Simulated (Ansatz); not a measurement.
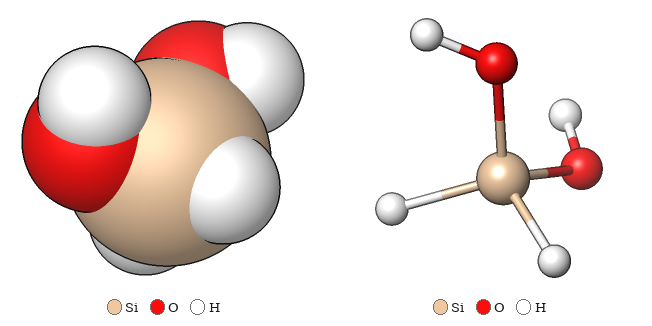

Both panels show the same species.

The computed structure is the end point of a PBE0-D4/def2-TZVP optimisation.

> What is the molecular formula?

H₄O₂Si, 7 atoms: 4 hydrogen, 2 oxygen and 1 silicon.

> Give the symmetry (Schoenflies symbol).

C1.

> How many atoms are distinct by symmetry?

7: 1 Si, 1 O, 1 H, 1 H, 1 O, 1 H, 1 H.

> Count the bonded pairs by element.

2 O–Si, 2 O–H, 2 Si–H. Sticks follow a distance rule.

The parts below concern this one geometry. Atoms keep their numbers from picture to picture.

### Shape

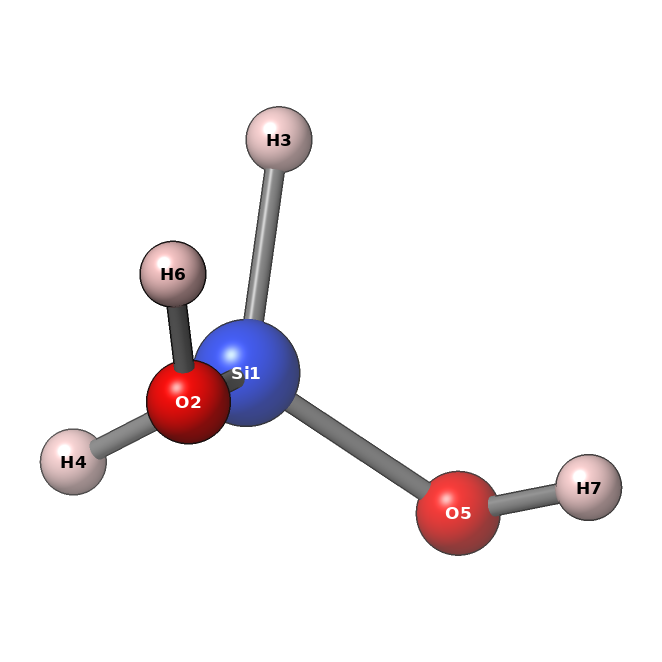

Si1 lies behind O2. The molecule seen a little off the O2–Si1 bond, O2 in front. Distant atoms are faded towards the background colour.

> What is the torsion angle H6–O2–Si1–O5? The sign is positive where the front bond must turn clockwise to cover the back bond.

127°, anticlinal.

### Dipole moment

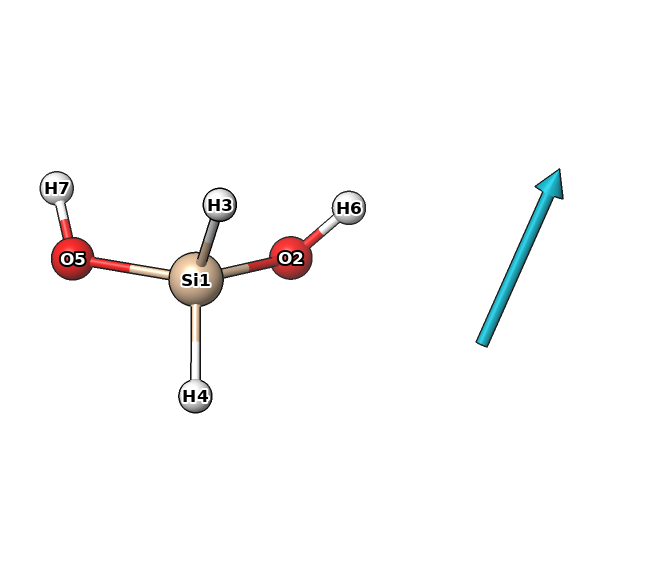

The arrow beside the molecule shows the direction of the dipole moment, from the negative to the positive end (its length means nothing). Level of theory: RKS PBE0-D4/def2-TZVP (Ansatz 0.2.0).

> How large is the dipole moment?

2.38 D; it points from the side of H4 to the side of H6 (the outermost atoms at the two ends).

### Vibrations

Harmonic vibrations computed with RKS PBE0-D4/def2-TZVP (Ansatz 0.2.0) at a stationary point of the same level.

> How many vibrational modes are there, and where do they lie?

15 modes: 65, 234, 356, 625, 724, 825, 849, 879, 924, 980, 988, 2195, 2274, 3925, 3942 cm⁻¹.

### Thermal motion

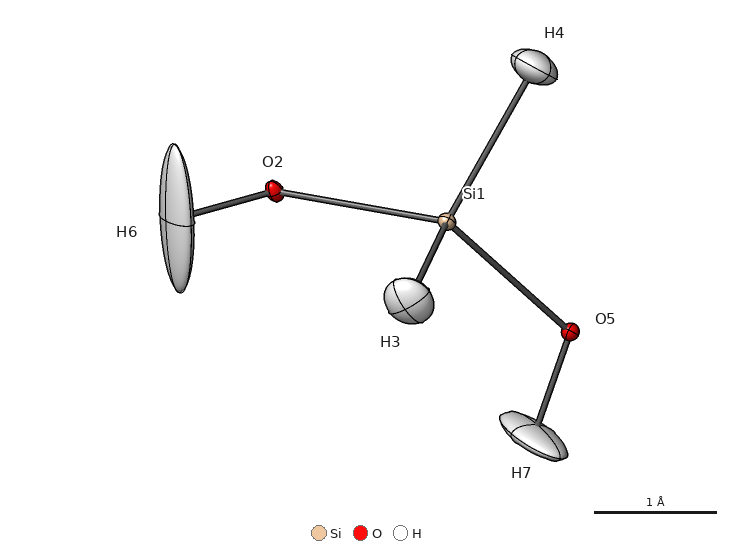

Displacement ellipsoids at the 50 % level, from the internal vibrations of the free molecule (harmonic, no overall translation or rotation; no half-axis is drawn under 0.075 Å). Vibrations computed with RKS PBE0-D4/def2-TZVP (Ansatz 0.2.0). Temperature: 0 K (zero-point motion alone).

> Which atom moves most?

H6, with U_eq = 0.0669 Å².

> Does H6 move more along its bond or across it?

Across it: the root-mean-square amplitude is 0.070 Å along the bond and up to 0.419 Å across, since bending and torsion are softer than stretching.

List U_eq and the three principal root-mean-square amplitudes for each kind of atom.

| atom | U_eq (Å²) | rms amplitudes (Å) |
| --- | --- | --- |
| Si1 | 0.00047 | 0.015, 0.017, 0.030 |
| O2 | 0.0017 | 0.016, 0.029, 0.064 |
| H3 | 0.0152 | 0.087, 0.135, 0.141 |
| H4 | 0.0156 | 0.086, 0.135, 0.145 |
| O5 | 0.00090 | 0.018, 0.026, 0.042 |
| H6 | 0.0669 | 0.069, 0.143, 0.419 |
| H7 | 0.0349 | 0.066, 0.145, 0.282 |
